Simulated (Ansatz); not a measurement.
## Electronic structure of C2H6BrSi (doublet) in real space

The calculation's input:

```
basis:
  gaussian: {orbitals: def2-TZVPD}
crystal:
  periodic: [false, false, false]
  atoms:
    - symbol: C
      position_ang: [1.329094, 1.114284, 0.555237]
    - symbol: C
      position_ang: [1.052611, -0.404944, 0.636438]
    - symbol: Br
      position_ang: [-1.368362, -0.187812, -1.770222]
    - symbol: Si
      position_ang: [0.541930, -1.188145, -1.031308]
    - symbol: H
      position_ang: [0.424608, 1.667396, 0.233994]
    - symbol: H
      position_ang: [1.957462, -0.956268, 0.975926]
    - symbol: H
      position_ang: [1.640198, 1.513530, 1.543402]
    - symbol: H
      position_ang: [2.137170, 1.343753, -0.168787]
    - symbol: H
      position_ang: [1.597302, -0.924220, -2.081974]
    - symbol: H
      position_ang: [0.255378, -0.624125, 1.377075]
magnetization: {spin_polarized: true, initial_magnetization: 1}
hamiltonian: {xc: pbe0}
output: {forces: true, orbitals: {seedname: orbitals}}
```

Command:

```sh
ansatz run input.yaml --threads 2 --pin off --max-ram 4350MiB --events-out events.jsonl --progress --plain --runs-dir runs
```

Geometry: BLYP-D3(BJ)/def2-SVP.

The calculation used isolated molecule in a Gaussian basis; Kohn-Sham density functional theory, functional PBE0 in Ansatz 0.2.0.

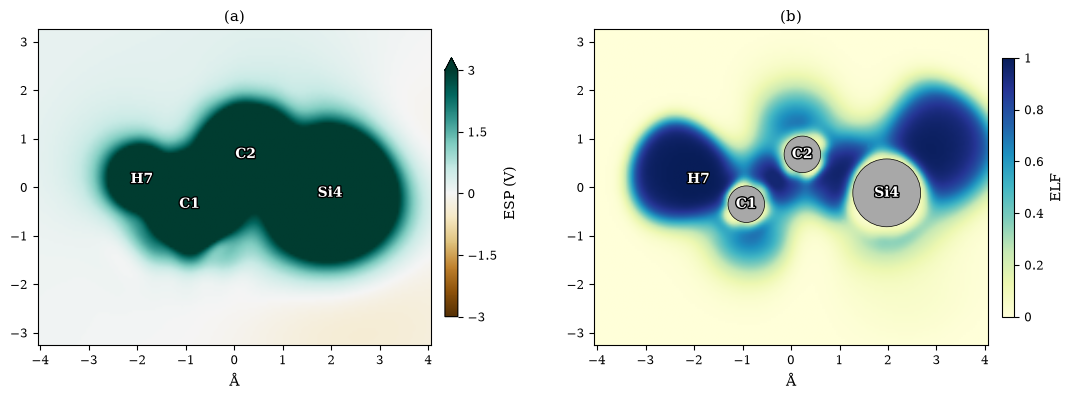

Figure 1. (a) molecular electrostatic potential; (b) electron localisation function on the plane of atoms C2, C1 and H7. Grey discs cover the atomic cores in the ELF map.

**Interpret the plot.**

The section cuts through C, Si and H sites. C–C (1.55 Å): the ELF peaks at about 0.95 between the atoms; localised, covalent bonding. C–Si (1.91 Å): the ELF peaks at about 0.95 between the atoms, as expected for a covalent bond. C–H (1.11 Å): the ELF climbs to about 1 towards the hydrogen, as it does in any bond to H: an ordinary covalent bond to hydrogen. The ELF also peaks beside Si4, away from the bonds: non-bonding electrons, paired or unpaired. Outside the dense part of the molecule the potential is most negative (−0.4 V) near Br3, which lies off the plane.

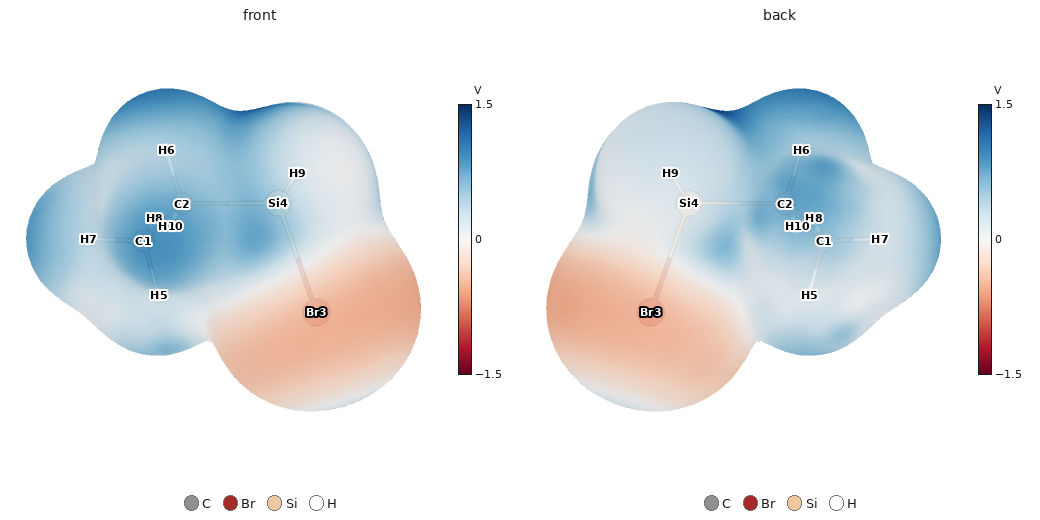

Figure 2. The molecular electrostatic potential painted on the density surface at 0.002 e/bohr³, seen from the front and from behind; the colour scale runs from red (negative) to blue (positive).

**Where is the surface potential most negative and most positive?**

The most negative region (about −0.5 V) lies over Br3, the most positive (about +1.3 V) over Si4. Br3 shows a σ-hole: about +0.2 V at the tip opposite its bond, against about −0.4 V on its flanks.

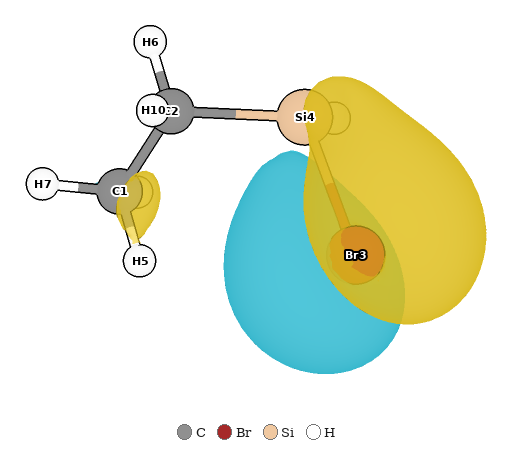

Figure 3. The HOMO−1 (β) at ±0.08 Å⁻³ᐟ² (yellow and cyan are the two phases), seen across its widest extent.

**Describe this orbital and give its energy.**

Its weight (Hirshfeld) is mainly on Br3 (about 90 %); largely a lone pair of Br3. Its energy is −8.56 eV.

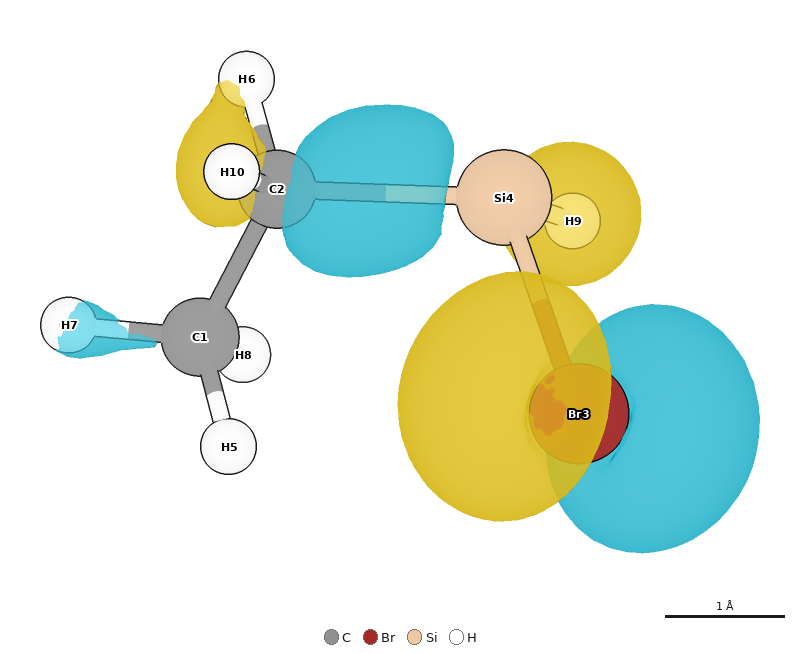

Figure 4. The HOMO (β) at ±0.15 Å⁻³ᐟ² (yellow and cyan are the two phases), seen at a tilt.

**Where does this orbital lie, and at what energy?**

Its weight (Hirshfeld) is mainly on Br3 (about 65 %), Si4 (about 10 %), C2 (about 10 %) and H9 (about 5 %). Its energy is −8.14 eV.
